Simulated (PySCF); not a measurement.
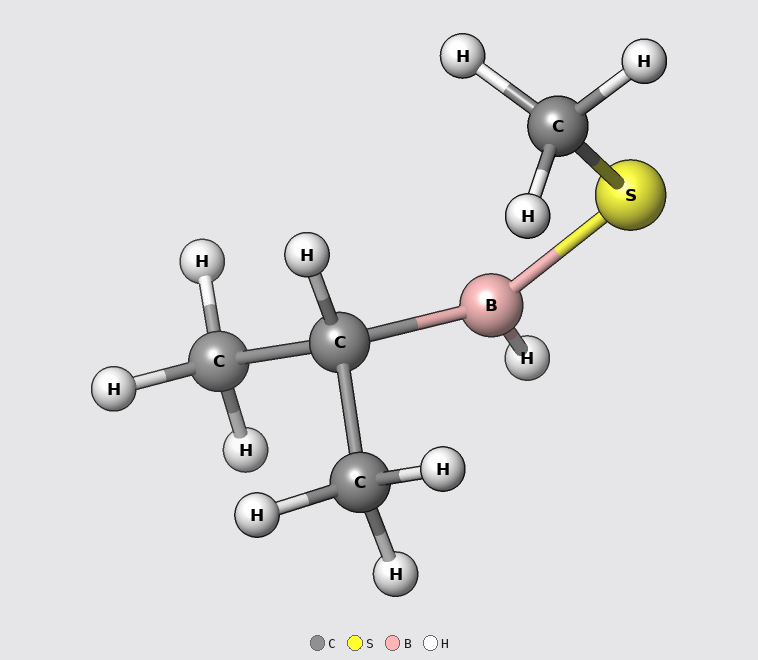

Ball-and-stick drawing of a structure.

Computed geometry: PBE0-D3(BJ)/def2-SVP optimisation. No frequency run is at hand to confirm it as a minimum.

Count the atoms of each element.

C4H11BS, 17 atoms: 4 carbon, 11 hydrogen, 1 boron and 1 sulfur.

Describe its rings.

It has no ring.

What is its SMILES?

CSBC(C)C

Give the symmetry (Schoenflies symbol).

C1.

Count the bonded pairs by element.

10 C–H, 2 C–C, 1 C–S, 1 B–S, 1 C–B, 1 B–H.

The parts below concern this one geometry. Atoms keep their numbers from picture to picture.

**Shape**

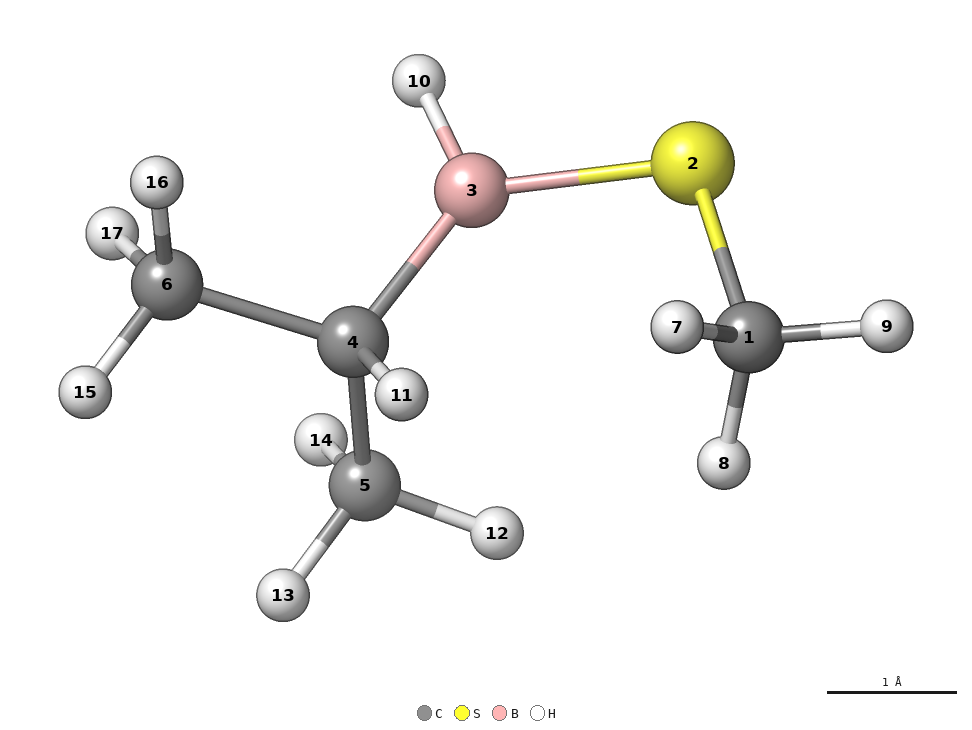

Numbered structure. No frequency run is at hand to confirm it as a minimum.

Which atoms are bonded, and how long are the bonds?

```tsv
bond	length (Å)	order
C1–S2	1.817	single
C1–H7	1.098	single
C1–H8	1.098	single
C1–H9	1.098	single
S2–B3	1.772	single
B3–C4	1.576	single
B3–H10	1.211	single
C4–C5	1.537	single
C4–C6	1.528	single
C4–H11	1.105	single
C5–H12	1.101	single
C5–H13	1.103	single
C5–H14	1.102	single
C6–H15	1.103	single
C6–H16	1.101	single
C6–H17	1.102	single
```

**NMR shielding**

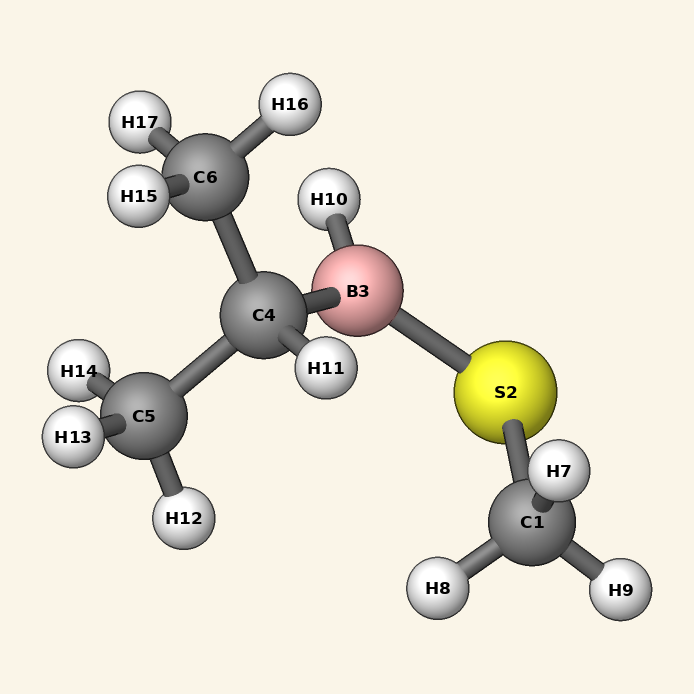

No frequency run is at hand to confirm it as a minimum. Level of theory: GIAO PBE0/pcSseg-1 NMR shielding, non-relativistic, gas phase (PySCF 2.14.0). Principal shieldings σ11 ≤ σ22 ≤ σ33, span Ω = σ33 − σ11, skew κ = 3(σiso − σ22)/Ω.

Give the shielding tensors of the B atoms.

```csv
atom,σ11,σ22,σ33,σiso,Ω,κ
B3,−41.3,17.0,112.7,29.5,154.0,0.24
```

Shieldings and span in ppm.

**Levels of theory compared**

No frequency run is at hand to confirm it as a minimum. Program: PySCF 2.14.0.

At this fixed geometry, give HOMO–LUMO gap (eV) at these levels: CAM-B3LYP/def2-SVPD; CAM-B3LYP/def2-SVPD in chloroform (IEF-PCM); PBE0/pcSseg-1; PBE0/pcSseg-1 in chloroform (IEF-PCM); PBE0/pcSseg-1 in tetrahydrofuran (IEF-PCM); mPW1PW91/pcSseg-1.

| level | HOMO–LUMO gap (eV) |
| --- | --- |
| CAM-B3LYP/def2-SVPD | 9.21 |
| CAM-B3LYP/def2-SVPD in chloroform (IEF-PCM) | 9.24 |
| PBE0/pcSseg-1 | 6.89 |
| PBE0/pcSseg-1 in chloroform (IEF-PCM) | 6.91 |
| PBE0/pcSseg-1 in tetrahydrofuran (IEF-PCM) | 6.92 |
| mPW1PW91/pcSseg-1 | 6.92 |

**Excitation**

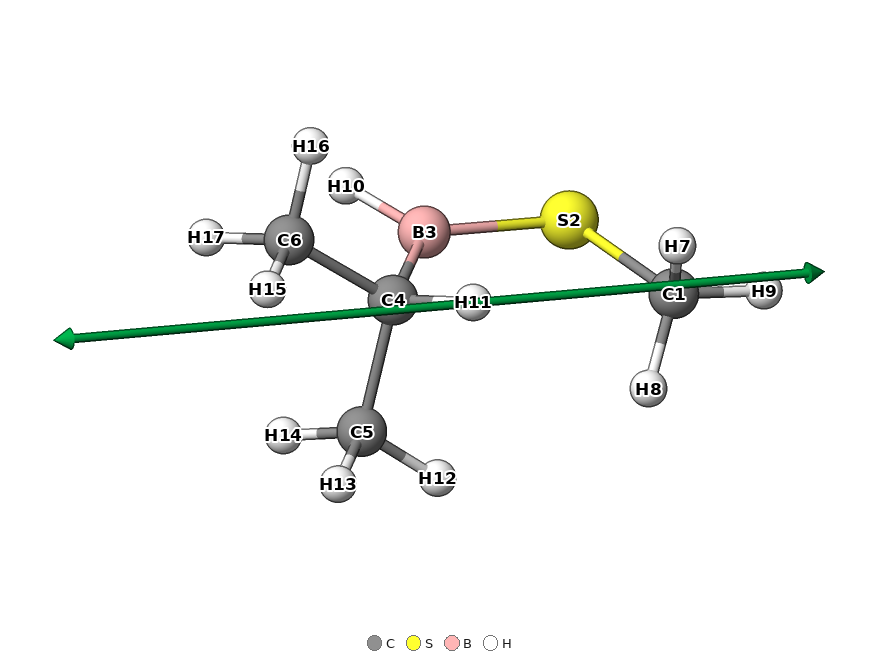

The double arrow shows the direction of the transition dipole to excited singlet state 2 (its length means nothing). No frequency run is at hand to confirm it as a minimum. Properties computed with TDDFT CAM-B3LYP/def2-SVPD, vertical, gas phase, core orbitals frozen in the response (PySCF 2.14.0).

How is the transition polarised?

Nearly parallel to the S2–B3 bond.

Give its energy, strength and character.

6.12 eV (202 nm), oscillator strength 0.18, mainly HOMO → LUMO (weight 0.93); transition dipole 2.82 D.
